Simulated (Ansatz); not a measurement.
The calculation's input:

```
crystal:
  periodic: [false, false, false]
  atoms:
    - { symbol: C, position_ang: [0.3983, -2.2696, -0.4812] }
    - { symbol: "N", position_ang: [1.2473, -1.3375, 0.2339] }
    - { symbol: Si, position_ang: [1.4014, 0.2194, -0.6695] }
    - { symbol: Ge, position_ang: [-0.5028, 1.3741, -0.6898] }
    - { symbol: Si, position_ang: [-1.3968, 1.4774, 1.4535] }
    - { symbol: H, position_ang: [-0.6661, -1.7646, -0.5851] }
    - { symbol: H, position_ang: [0.7836, -2.4484, -1.4985] }
    - { symbol: H, position_ang: [0.2987, -3.1662, 0.0531] }
    - { symbol: H, position_ang: [0.8108, -1.0927, 1.1964] }
    - { symbol: H, position_ang: [2.4419, 1.0471, 0.0496] }
    - { symbol: H, position_ang: [1.8669, -0.0433, -2.0123] }
    - { symbol: H, position_ang: [-0.3367, 2.7992, -1.2301] }
    - { symbol: H, position_ang: [-1.639, 0.6279, -1.5935] }
    - { symbol: H, position_ang: [-1.6309, 0.1347, 2.004] }
    - { symbol: H, position_ang: [-0.4296, 2.1733, 2.3261] }
    - { symbol: H, position_ang: [-2.6699, 2.2464, 1.4879] }
basis:
  gaussian: { orbitals: def2-SVP }
hamiltonian:
  xc: hf
relax:
  f_tol: 0.015
  max_steps: 40
output:
  orbitals: {}
```

Launched as:

```sh
ansatz run input.yaml --threads 2 --pin off --max-ram 3072MiB --backend cpu --events-out ev --progress --plain --runs-dir out
```

The fields are those of the run's last geometry, not of the input's.

Level of theory: Ansatz, RHF/def2-SVP.

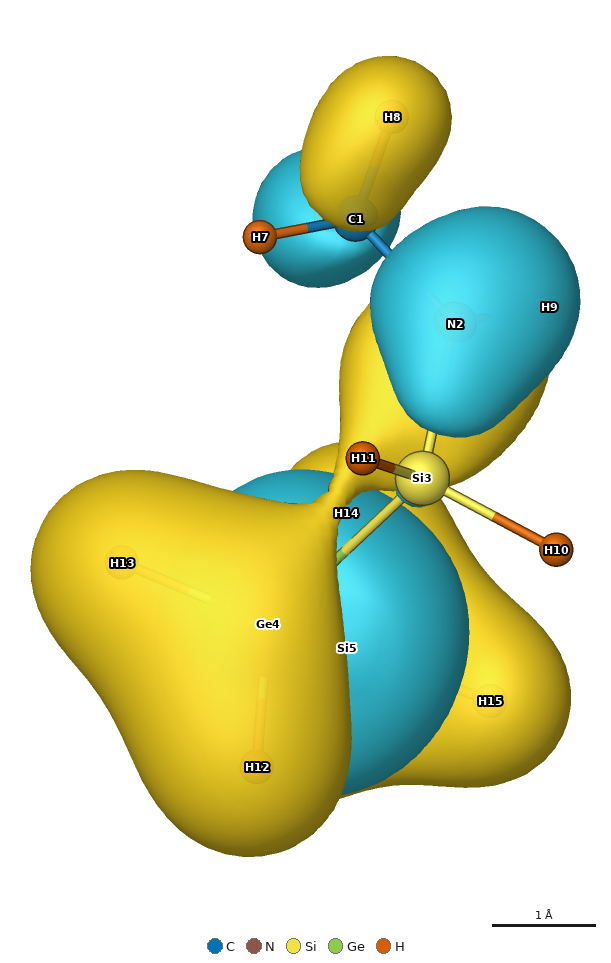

CH11GeNSi2 (SMILES CN[SiH2][GeH2][SiH3]). The HOMO−1 at ±0.06 Å⁻³ᐟ² (yellow and cyan are the two phases), seen at an oblique angle.

What is the character of this orbital?

Answer. Its weight (Hirshfeld) is mainly on Ge4 (about 30 %), Si5 (about 30 %) and N2 (about 15 %). Its energy is −10.58 eV.
